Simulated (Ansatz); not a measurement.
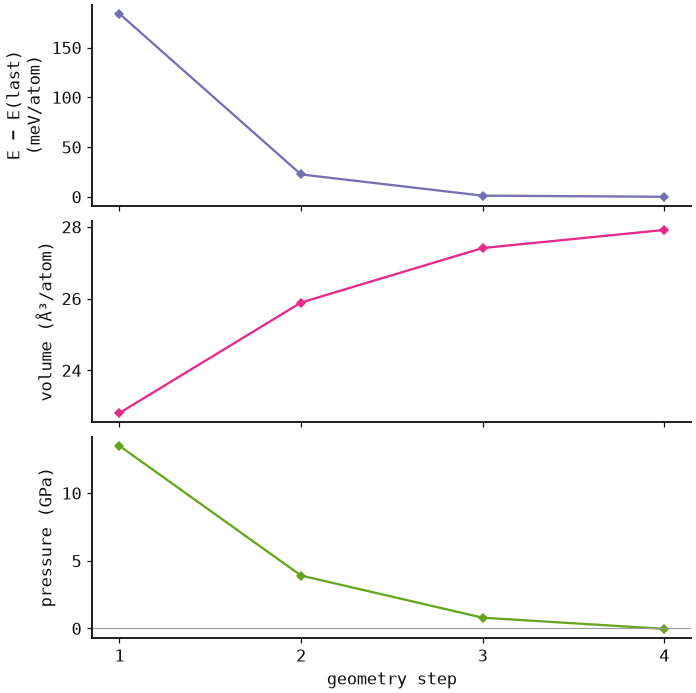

History of a geometry optimisation. Atoms and cell relax. A closing SCF on a freshly chosen basis isn't drawn.

```
crystal:
  lattice:
    - [4.80884408, 0.0, 0.0]
    - [0.0, 4.85018631, 0.0]
    - [0.0, 0.0, 4.88967991]
  atoms:
    - { symbol: Lu, position: [0.0, 0.5, 0.5] }
    - { symbol: Lu, position: [0.5, 0.5, 0.0] }
    - { symbol: Si, position: [0.0, 0.0, 0.5] }
    - { symbol: Si, position: [0.5, 0.5, 0.5] }
    - { symbol: P, position: [0.0, 0.0, 0.0] }
basis:
  ecutwfc: 420
kpoints:
  mp_grid: { grid: [4, 4, 4] }
hamiltonian:
  xc: pbe
scf:
  occupations: { method: gaussian, width: 0.1 }
  lower_state_search: "off"
output:
  forces: true
  stress: true
  eigenvalues: true
relax:
  adjacent_minimum: "off"
  f_tol: 0.04
  max_steps: 70
  cell: { stress_tol: 0.4 }
```

Launched with:
```bash
ansatz run input.yaml --threads 1 --pin off --max-ram 2560MiB --backend cpu --events-out ev --progress --plain --runs-dir out
```

How did it end, and what did it gain?

The optimisation met its thresholds at geometry 4, counting the start as the first. The energy fell by about 180 meV/atom from the first step to the last. All forces vanish by symmetry, so only the cell moves.

What happens to the cell?

The volume grows from 22.8 to 27.9 Å³ per atom (+22 %), as the pressure goes from 13 GPa to about 0 GPa. The start was compressed.
